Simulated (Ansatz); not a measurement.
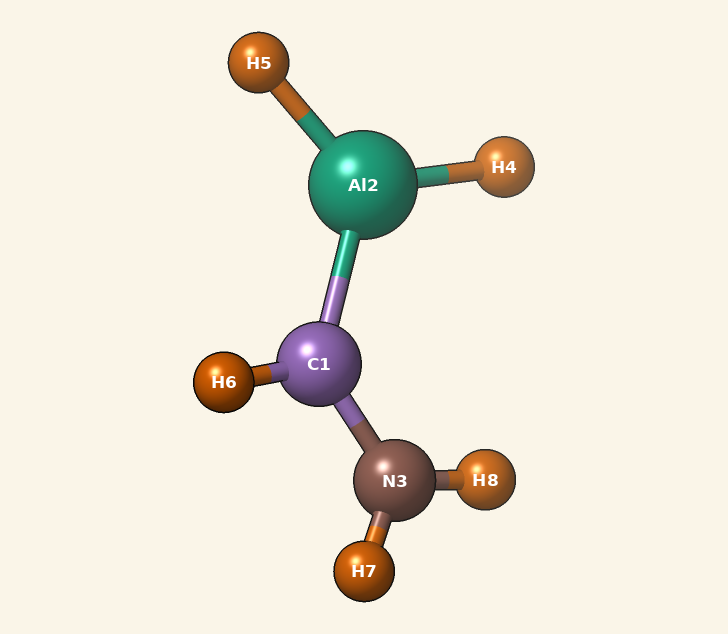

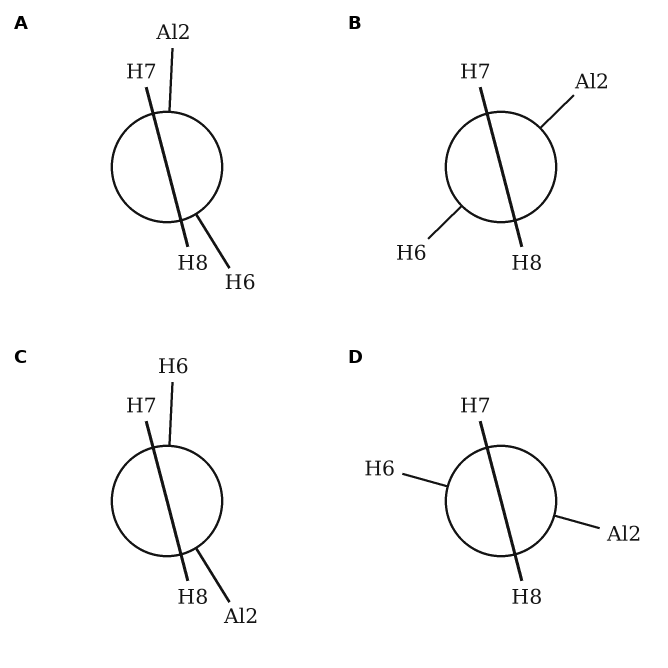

Depth is shown by fading: the farther an atom, the more it takes the colour of the background. Bonds that would overlap in a projection are set slightly apart. State: neutral, doublet. The geometry was computed by an optimisation with PBE0-D4/def2-TZVP. No frequency run is at hand to confirm it as a minimum.

Q: Which Newman projection shows the view along N3–C1, with N3 in front?

A: C. The torsion angle H7–N3–C1–Al2 is 180°, antiperiplanar (anti).
